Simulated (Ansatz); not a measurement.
**SnBiS4, from a guessed structure to a relaxed one**

Starting from a made-up structure for SnBiS4, the aim is the relaxed cell, its shortest contacts and, where a second run follows, its electronic structure.

Program: Ansatz 0.2.0. Level of theory: DFT, PBE, plane-wave PAW, files of the set soft_1, scalar-relativistic, no spin, cell and ions relaxed at zero pressure; PAW set soft_1. Results are calculated unless marked as measured.

**1. The starting structure**

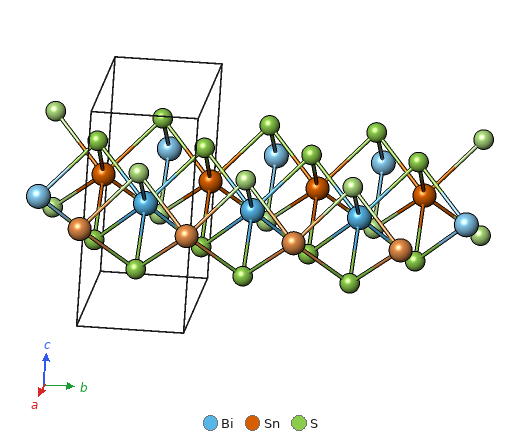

Start, viewed slightly off an axis; bismuth blue, tin orange, sulfur green. 1×3×1 cells are drawn. Some periodic images of atoms are drawn too.

**2. Relaxation of the guess**

The guessed cell has no reason to be at equilibrium. It is relaxed with the atoms, within the space group of the guess.

Contents of input.yaml:

```yaml
crystal:
  lattice:
    - [5.99, 0.0, 0.0]
    - [0.0, 3.429, 0.0]
    - [-2.133559828, 0.0, 6.489259084]
  atoms:
    - { symbol: Bi, position: [0.6619, 0.5, 0.5017] }
    - { symbol: Sn, position: [0.172, 0.0, 0.4962] }
    - { symbol: S, position: [0.0926, 0.5, 0.7536] }
    - { symbol: S, position: [0.5796, 0.0, 0.7566] }
    - { symbol: S, position: [0.9229, 0.5, 0.2625] }
    - { symbol: S, position: [0.4171, 0.0, 0.2529] }
kpoints:
  mp_grid: { grid: [5, 8, 4] }
scf:
  occupations: { method: fermi_dirac, width: 0.05 }
hamiltonian:
  xc: pbe
  pseudopotentials: { kind: paw, azcp: { folder: soft_1 } }
relax:
  f_tol: 0.015
  max_steps: 70
  cell: {}
output:
  forces: true
  stress: true
```

On the command line:

```
$ ansatz run input.yaml --threads 4 --pin off --max-ram 10240MiB --backend cpu --events-out ev --progress --plain --runs-dir out
```

Numbers of over 12 decimals in the logs are rounded to 6 here.

Log:

```text
Engine: ansatz 0.2.0, x86_64-unknown-linux-gnu
Pseudopotentials: kind: paw
Pseudopotential: Bi, paw, valence charge 15, recommended cutoff 420 eV (normal), soft_1/Bi.paw.azcp
Pseudopotential: Sn, paw, valence charge 14, recommended cutoff 420 eV (normal), soft_1/Sn.paw.azcp
Pseudopotential: S, paw, valence charge 6, recommended cutoff 420 eV (normal), soft_1/S.paw.azcp
Functional definition: PBE
  parameter kappa = 0.804
  parameter beta = 0.066725
  exchange = pbe_x(kappa = kappa, mu = beta*pi^2/3)
  correlation = pbe_c(beta = beta)
Crystal: 6 atoms, lattice volume = 133.287 Å³
Basis set: ecut = 420 eV, 2621 PW (Γ), exchange–correlation on 90×48×96 points (8 copies of the dense FFT grid, shifted against one another)
Bands: 33, of which v1, the nominal top of the filled ones, is band 27 counted from 1 (26 counted from 0)
Symmetry: 2 space group operations
Space group: Pm (ITA 6), of the structure as read, at distance tolerance 5.1e-5 Å
k-points: 55 of 160 (time reversal used)
Non-local potential: Bi, projectors of the file, l = 0: 2, l = 1: 2, l = 2: 2, l = 3: 1
Non-local potential: Sn, projectors of the file, l = 0: 2, l = 1: 2, l = 2: 2, l = 3: 1
Non-local potential: S, projectors of the file, l = 0: 2, l = 1: 2, l = 2: 1
PAW form: soft (Blöchl's): semilocal exchange-correlation on the pseudo side does not see the compensation charge
PAW one-centre angular grid: Bi, 590 points (default); XC on 64 Gauss nodes
PAW one-centre angular grid: Sn, 590 points (default); XC on 64 Gauss nodes
PAW one-centre angular grid: S, 110 points (default); XC on 64 Gauss nodes
Initial density: superposition of atomic densities (chi_scale 0.1, normalization cell, long waves kept (reshape's long-wave potential 0.14 eV rms))
Initial wavefunctions: pseudopotential atomic-orbital guess
Functional: x = pbe(κ = 0.804, μ = 0.219515), c = pbe(β = 0.066725)
SCF iter   1: F=—  HF=-22030.773668 eV  |F-HF|=—  |Δ(HF+E_count)|=         —  Δρ=3.30e-2  dr2=2.12e0  ethr=3.10e-3  ⟨swp⟩=9.5  Hψ=9872  notcnv=0
preconditioner: auto → LDOS  [metal: Δε(μ)=0.062 eV  Ē_g=15.797 eV  σ=0.050 eV  W_gap=0.29  n_scr=30 (ndim 8)  ℏωp=23.4 eV  f_vac=0.018  D(μ)=2.33/eV (n_scr^D=8)  β→1.0]
SCF iter   2: F=—  HF=-22030.572265 eV  |F-HF|=—  |Δ(HF+E_count)|=   2.01e-1  Δρ=2.22e-2  dr2=1.67e0  ethr=3.10e-3  ⟨swp⟩=3.8  Hψ=4755  notcnv=0  defer=66
SCF iter   3: F=—  HF=-22030.178816 eV  |F-HF|=—  |Δ(HF+E_count)|=   3.93e-1  Δρ=5.06e-3  dr2=1.02e-1  ethr=3.10e-3  ⟨swp⟩=3.6  Hψ=3176  notcnv=0  defer=67
SCF iter   4: F=—  HF=-22030.155268 eV  |F-HF|=—  |Δ(HF+E_count)|=   2.35e-2  Δρ=1.81e-3  dr2=6.11e-3  ethr=1.93e-4  ⟨swp⟩=3.3  Hψ=3389  notcnv=0  defer=67
SCF iter   5: F=—  HF=-22030.154240 eV  |F-HF|=—  |Δ(HF+E_count)|=   1.03e-3  Δρ=6.74e-4  dr2=9.09e-4  ethr=1.15e-5  ⟨swp⟩=2.6  Hψ=3090  notcnv=0  defer=67
SCF iter   6: F=—  HF=-22030.154161 eV  |F-HF|=—  |Δ(HF+E_count)|=   7.95e-5  Δρ=2.21e-4  dr2=9.55e-5  ethr=1.72e-6  ⟨swp⟩=2.5  Hψ=2750  notcnv=0  defer=67
SCF iter   7: F=—  HF=-22030.154215 eV  |F-HF|=—  |Δ(HF+E_count)|=   5.45e-5  Δρ=5.52e-5  dr2=6.98e-6  ethr=1.80e-7  ⟨swp⟩=2.0  Hψ=3209  notcnv=0  defer=67
SCF iter   8: F=—  HF=-22030.154214 eV  |F-HF|=—  |Δ(HF+E_count)|=   9.37e-7  Δρ=2.55e-5  dr2=1.42e-6  ethr=1.32e-8  ⟨swp⟩=2.1  Hψ=3229  notcnv=0  defer=67
SCF iter   9: F=—  HF=-22030.154214 eV  |F-HF|=—  |Δ(HF+E_count)|=   1.32e-8  Δρ=8.58e-6  dr2=1.20e-7  ethr=2.69e-9  ⟨swp⟩=2.0  Hψ=3201  notcnv=0  defer=67
SCF iter  10: F=-22030.154214 eV  HF=-22030.154214 eV  |F-HF|=1.00e-8  |Δ(HF+E_count)|=   3.38e-8  Δρ=2.77e-6  dr2=1.83e-8  ethr=1.89e-10  ⟨swp⟩=5.0  Hψ=6724  notcnv=0
SCF 1 converged in 10 iterations: F = -22030.154214 eV  dr2 = 1.83e-8
  greatest PAW one-centre occupation: 0.993 electrons in one spin orbital (limit 2), on the Sn atom at site 1 (counted from 0), in its partial waves of l = 2
relax step   1: F+E_penalty+E_count = -22030.15421429 eV  Δ(F+E_penalty+E_count) = +0.000e0 eV  max|allowed force component| = 2.542e0 eV/Å  Δτ_max = 0.0000 Å  P = +16.203 GPa  Ω = 133.287 Å³  (10 SCF iters, dr2 threshold 1.00e-7 eV, accepted)
[... from here on, the SCF cycles and remarks between the steps are left out ...]
relax step   2: F+E_penalty+E_count = -22031.38451328 eV  Δ(F+E_penalty+E_count) = -1.230e0 eV  max|allowed force component| = 4.630e-1 eV/Å  Δτ_max = 0.1253 Å  P = +1.875 GPa  Ω = 149.077 Å³  energy of the carried Pulay correction = -1.553e-3 eV  (9 SCF iters, dr2 threshold 6.00e-7 eV, accepted)
relax step   3: F+E_penalty+E_count = -22031.51579574 eV  Δ(F+E_penalty+E_count) = -1.313e-1 eV  max|allowed force component| = 6.286e-1 eV/Å  Δτ_max = 0.0984 Å  P = +0.937 GPa  Ω = 160.421 Å³  energy of the carried Pulay correction = -2.566e-3 eV  (9 SCF iters, dr2 threshold 6.00e-7 eV, accepted)
relax step   4: F+E_penalty+E_count = -22031.57879735 eV  Δ(F+E_penalty+E_count) = -6.300e-2 eV  max|allowed force component| = 1.609e-1 eV/Å  Δτ_max = 0.0606 Å  P = +0.128 GPa  Ω = 157.537 Å³  energy of the carried Pulay correction = -2.316e-3 eV  (8 SCF iters, dr2 threshold 6.00e-7 eV, accepted)
[...]
relax step  27: F+E_penalty+E_count = -22032.10851733 eV  Δ(F+E_penalty+E_count) = -5.931e-3 eV  max|allowed force component| = 1.097e-1 eV/Å  Δτ_max = 0.1000 Å  P = -0.163 GPa  Ω = 160.159 Å³  energy of the carried Pulay correction = -2.544e-3 eV  (9 SCF iters, dr2 threshold 4.26e-7 eV, accepted)
relax step  28: F+E_penalty+E_count = -22032.11155434 eV  Δ(F+E_penalty+E_count) = -3.037e-3 eV  max|allowed force component| = 4.467e-2 eV/Å  Δτ_max = 0.0317 Å  P = -0.146 GPa  Ω = 160.515 Å³  energy of the carried Pulay correction = -2.574e-3 eV  (7 SCF iters, dr2 threshold 6.00e-7 eV, accepted)
relax step  29: F+E_penalty+E_count = -22032.11219584 eV  Δ(F+E_penalty+E_count) = -6.415e-4 eV  max|allowed force component| = 3.290e-2 eV/Å  Δτ_max = 0.0213 Å  P = +0.006 GPa  Ω = 160.744 Å³  energy of the carried Pulay correction = -2.594e-3 eV  (7 SCF iters, dr2 threshold 1.48e-7 eV, accepted)
relax step  30: F+E_penalty+E_count = -22032.11235743 eV  Δ(F+E_penalty+E_count) = -1.616e-4 eV  max|allowed force component| = 2.049e-2 eV/Å  Δτ_max = 0.0126 Å  P = -0.003 GPa  Ω = 160.762 Å³  energy of the carried Pulay correction = -2.595e-3 eV  (8 SCF iters, dr2 threshold 6.77e-8 eV, accepted)
relax step  31: F+E_penalty+E_count = -22032.11242078 eV  Δ(F+E_penalty+E_count) = -6.335e-5 eV  max|allowed force component| = 8.894e-3 eV/Å  Δτ_max = 0.0029 Å  P = -0.007 GPa  Ω = 160.808 Å³  energy of the carried Pulay correction = -2.599e-3 eV  (6 SCF iters, dr2 threshold 2.62e-8 eV, accepted)
relax step  32: F+E_penalty+E_count = -22032.12718731 eV  Δ(F+E_penalty+E_count) = -1.477e-2 eV  max|allowed force component| = 9.610e-3 eV/Å  Δτ_max = 0.0000 Å  P = +0.130 GPa  Ω = 160.808 Å³  stress off target by 2.81e-1 GPa  SCF on the basis re-selected at this cell (its energy is not comparable with the rows above)  (9 SCF iters)
relax step  33: F+E_penalty+E_count = -22032.12824564 eV  Δ(F+E_penalty+E_count) = -1.058e-3 eV  max|allowed force component| = 2.312e-2 eV/Å  Δτ_max = 0.0070 Å  P = +0.002 GPa  Ω = 161.619 Å³  energy of the carried Pulay correction = -5.824e-5 eV  (7 SCF iters, dr2 threshold 1.97e-7 eV, accepted)
relax step  34: F+E_penalty+E_count = -22032.12880222 eV  Δ(F+E_penalty+E_count) = -5.566e-4 eV  max|allowed force component| = 3.047e-2 eV/Å  Δτ_max = 0.0112 Å  P = -0.030 GPa  Ω = 162.193 Å³  energy of the carried Pulay correction = -1.004e-4 eV  (8 SCF iters, dr2 threshold 3.34e-8 eV, accepted)
relax step  35: F+E_penalty+E_count = -22032.12888235 eV  Δ(F+E_penalty+E_count) = -8.013e-5 eV  max|allowed force component| = 1.911e-2 eV/Å  Δτ_max = 0.0163 Å  P = -0.034 GPa  Ω = 162.612 Å³  energy of the carried Pulay correction = -1.321e-4 eV  (8 SCF iters, dr2 threshold 5.80e-8 eV, accepted)
relax step  36: F+E_penalty+E_count = -22032.12893079 eV  Δ(F+E_penalty+E_count) = -4.844e-5 eV  max|allowed force component| = 1.298e-2 eV/Å  Δτ_max = 0.0088 Å  P = +0.011 GPa  Ω = 162.543 Å³  energy of the carried Pulay correction = -1.263e-4 eV  (8 SCF iters, dr2 threshold 2.28e-8 eV, accepted)
relax step  37: F+E_penalty+E_count = -22032.12906478 eV  Δ(F+E_penalty+E_count) = -1.340e-4 eV  max|allowed force component| = 1.300e-2 eV/Å  Δτ_max = 0.0000 Å  P = +0.011 GPa  Ω = 162.543 Å³  stress off target by 2.24e-2 GPa  SCF on the basis re-selected at this cell (its energy is not comparable with the rows above)  (7 SCF iters)
basis re-selected at this cell: Δ(F+E_penalty+E_count) = -1.340e-4 eV, ΔP = -0.001 GPa vs the last step (what re-selecting the basis moved, of the pressure what is left beyond the Pulay correction that the steps carried, after the strain that the cell walked since its last selection, with what the two solves' SCF thresholds leave and, on support functions, any second-order correction that the steps lacked; it is no m [...]
SCF converged after 7 iterations
Free energy (F): -22032.129065 eV
Harris-Foulkes:  -22032.129065 eV  (|F-HF|=3.64e-11)
Internal energy: -22032.096165 eV  (E = F + TS)
E sigma→0 (E₀):  -22032.112615 eV
Entropy (-TS):   -0.032900 eV (-5.483 meV/atom)
Fermi energy:    5.699668 eV
--- Per-component energies (eV) ---
  E_band       = -322.143834
  E_kinetic    = 835.230464
  E_local      = -3900.951920  (includes V_loc(G=0)·N_el)
  E_nonlocal   = 692.663560
  E_hartree    = 1621.765854
  E_xc         = -629.161215
  E_vxc        = -536.711289  (∫ρ·V_xc dr)
  E_paw        = -17466.362973  (= ΣΔE_a)
  E_vpaw       = -655.906843  (= ΣTr[D̂ρ^β])
  E_aug_tail   = 0.000504  (compensation charges beyond the density's cutoff)
  E_ewald      = -3185.280440
  E_smearing   = -0.032900  (= −TS)
  E_closure    = 0.000000  (closes the sum)
  Σ components = -22032.129065   (vs F -22032.129065, Δ=0.00e0)
--- Forces (eV/Å), atoms counted from 1 ---
  atom   1  Bi    -0.01299848     0.00000000    -0.00174813
  atom   2  Sn     0.00889197    -0.00000000     0.00099175
  atom   3  S     -0.00070913    -0.00000000     0.00831309
  atom   4  S      0.00117775    -0.00000000     0.00124352
  atom   5  S     -0.00493467     0.00000000    -0.00277824
  atom   6  S      0.00857117    -0.00000000    -0.00602329
  max |Σ_I F_I| component: 1.39e-6 eV/Å
--- Stress (GPa, compression-positive) ---
        0.000460       0.000000      -0.007132
        0.000000       0.011523      -0.000000
       -0.007132      -0.000000       0.020131
  P = ⅓ Tr σ = 0.0107 GPa (0.107 kbar)
--- Relaxed structure (35 steps of the walk, 33 accepted, 2 SCFs on fresh bases) ---
  F+E_penalty+E_count = -22032.12906478 eV   max|allowed force component| = 1.300e-2 eV/Å   (the final SCF, on the basis selected at the relaxed cell)
  cell:  # Å, volume = 162.5428 Å³
    - [7.106610, -4.9156004778073994e-17, 0.131379]
    - [-2.813955599065372e-17, 3.682459, -5.627911198130715e-17]
    - [-2.388952, -8.899746644057603e-17, 6.166918]
  atoms:
    - { symbol: Bi, position: [0.674101, 0.5, 0.571442] }
    - { symbol: Sn, position: [0.100632, 0, 0.415151] }
    - { symbol: S, position: [0.145337, 0.5, 0.694764] }
    - { symbol: S, position: [0.659585, 0, 0.860663] }
    - { symbol: S, position: [0.868431, 0.5, 0.175156] }
    - { symbol: S, position: [0.398015, 0, 0.306324] }
```

The job ended after 2.2 min (4 threads of INTEL XEON PLATINUM 8581C at 2.10GHz (Emerald Rapids), shared host; peak memory 0.62 GiB; 8.4 min of CPU time).

This run has no spin polarisation although its electron count is odd.

Step by step (22 of 37):

| step | energy less that of the first step (eV) | largest force component (eV/Å) | pressure (GPa) | volume (Å³) |
| --- | --- | --- | --- | --- |
| 1 | 0.0000 | 2.5418 | 16.20 | 133.29 |
| 3 | -1.3616 | 0.6286 | 0.94 | 160.42 |
| 4 | -1.4246 | 0.1609 | 0.13 | 157.54 |
| 6 | -1.4744 | 0.0664 | 0.10 | 151.45 |
| 8 | -1.5568 | 0.1352 | 0.25 | 146.08 |
| 10 | -1.6130 | 0.1380 | -0.28 | 145.81 |
| 11 | -1.6355 | 0.2299 | 0.53 | 144.87 |
| 13 | -1.6530 | 0.1005 | -0.09 | 146.53 |
| 15 | -1.6553 | 0.0455 | 0.03 | 146.45 |
| 16 | -1.6561 | 0.0377 | -0.02 | 146.58 |
| 18 | -1.6579 | 0.1853 | 0.04 | 146.85 |
| 20 | -1.6928 | 1.3896 | 1.76 | 149.23 |
| 22 | -1.8465 | 0.3254 | 0.20 | 152.04 |
| 23 | -1.9121 | 0.1378 | 0.30 | 154.43 |
| 25 | -1.9168 | 0.3372 | -1.05 | 161.46 |
| 27 | -1.9543 | 0.1097 | -0.16 | 160.16 |
| 28 | -1.9573 | 0.0447 | -0.15 | 160.51 |
| 30 | -1.9581 | 0.0205 | 0.00 | 160.76 |
| 32* | -1.9730 | 0.0096 | 0.13 | 160.81 |
| 34 | -1.9746 | 0.0305 | -0.03 | 162.19 |
| 35 | -1.9747 | 0.0191 | -0.03 | 162.61 |
| 37* | -1.9749 | 0.0130 | 0.01 | 162.54 |

Relaxation steps marked * repeat the geometry before them on a plane-wave basis chosen anew for their cell, so energy and pressure can jump there. Other such steps can lie between the rows shown. Relaxation steps 21, 25 were tried and not accepted.

The run keeps the 2 symmetry operations that it works with, so distortions that break them were not tested.

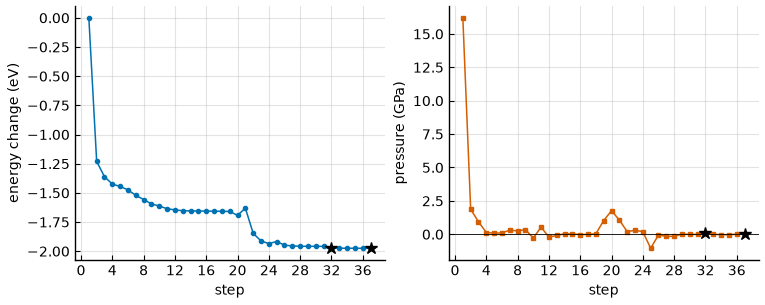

Energy and pressure along the relaxation. Stars mark steps on a basis chosen anew.

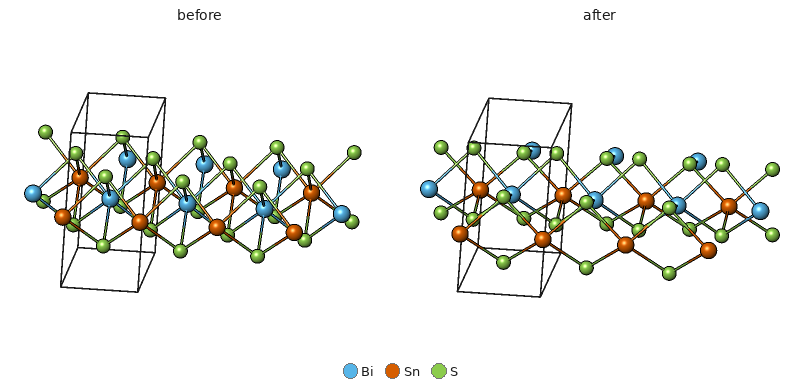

Before and after, at one scale.

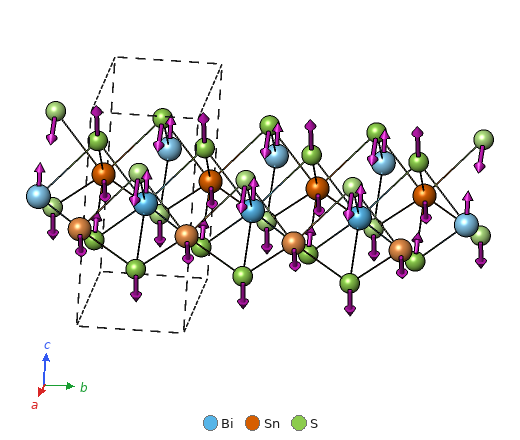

Displacements in the relaxation, exaggerated, measured against the changing cell; the longest in the cell stands for 0.73 Å. 1×3×1 cells are drawn. Some periodic images of atoms are drawn too.

| cell as run | before | after | change |
| --- | --- | --- | --- |
| a (Å) | 5.990 | 7.108 | +18.7 % |
| b (Å) | 3.429 | 3.682 | +7.4 % |
| c (Å) | 6.831 | 6.613 | -3.2 % |
| β (°) | 108.20 | 110.12 | +1.8 % |
| volume (Å³/atom) | 22.21 | 27.09 | +21.9 % |

The atoms that moved most (Å, as changes of fractional coordinates times the final cell):

| atom | dx | dy | dz | length |
| --- | --- | --- | --- | --- |
| S4 | 0.320 | 0.000 | 0.652 | 0.726 |
| S3 | 0.515 | 0.000 | -0.356 | 0.626 |
| Sn2 | -0.314 | 0.000 | -0.509 | 0.598 |
| S5 | -0.178 | 0.000 | -0.546 | 0.574 |
| Bi1 | -0.080 | 0.000 | 0.432 | 0.439 |
| S6 | -0.263 | 0.000 | 0.327 | 0.420 |

Final coordinates:

```xyz
6
Lattice="7.1066 0.0000 0.1314 0.0000 3.6825 0.0000 -2.3890 0.0000 6.1669" Properties=species:S:1:pos:R:3 pbc="T T T"
Bi    3.4254    1.8412    3.6126
Sn   -0.2766    0.0000    2.5734
S    -0.6269    1.8412    4.3036
S     2.6313    0.0000    5.3943
S     5.7532    1.8412    1.1943
S     2.0967    0.0000    1.9414
```

Numbers from this step:

- free energy: -22032.1291 eV
- energy at zero smearing: -22032.1126 eV
- smearing term TS: 0.03290 eV
- Fermi energy: 5.700 eV
- electrons: 53
- symmetry operations: 2
- pressure: 0.01070 GPa

Shortest distances by pair of elements, guess and relaxed (not always the same contact):

| pair | guess (Å) | relaxed (Å) |
| --- | --- | --- |
| S–Sn | 2.495 | 2.456 |
| Bi–S | 2.534 | 2.682 |
| S–S | 3.187 | 2.792 |
| Bi–Bi | 3.429 | 3.682 |
| Sn–Sn | 3.429 | 3.682 |

The relaxation ends with a largest force component of 0.013 eV/Å and a pressure of 0.01 GPa.

**3. Outcome**

| Quantity | Value |
| --- | --- |
| space group, relaxed | Pm |
| conventional cell | a = 6.613, b = 3.682, c = 7.108 Å; α = 90.0°, β = 110.1°, γ = 90.0° |
| volume per atom | 27.09 Å³ (guess 22.21) |

What this shows: SnBiS4 relaxes to Pm with a = 6.613, b = 3.682 and c = 7.108 Å. The guessed volume was 18 % too small. The space group Pm was held in the relaxation, so the end point is a stationary structure within it and may be a saddle against distortions or other arrangements. Mesh and cutoff weren't tested. A vector of the cell changed its length by 19 %, more than the volume shows. Spin-orbit coupling is left out, which can matter for elements this heavy. No dispersion term is used, so weakly bound directions may come out too long. Nothing here tests whether the compound is stable against decomposition.

[Logs are printed without paths, hosts, clocks, repeated set-up lines and the standing remarks that a program may print on its own settings, such as how far it seeks lower states.]

[Hosts, paths, dates, database ids (printed as entryN), source tags and the programs' standing remarks are cut or masked in the printed files.]
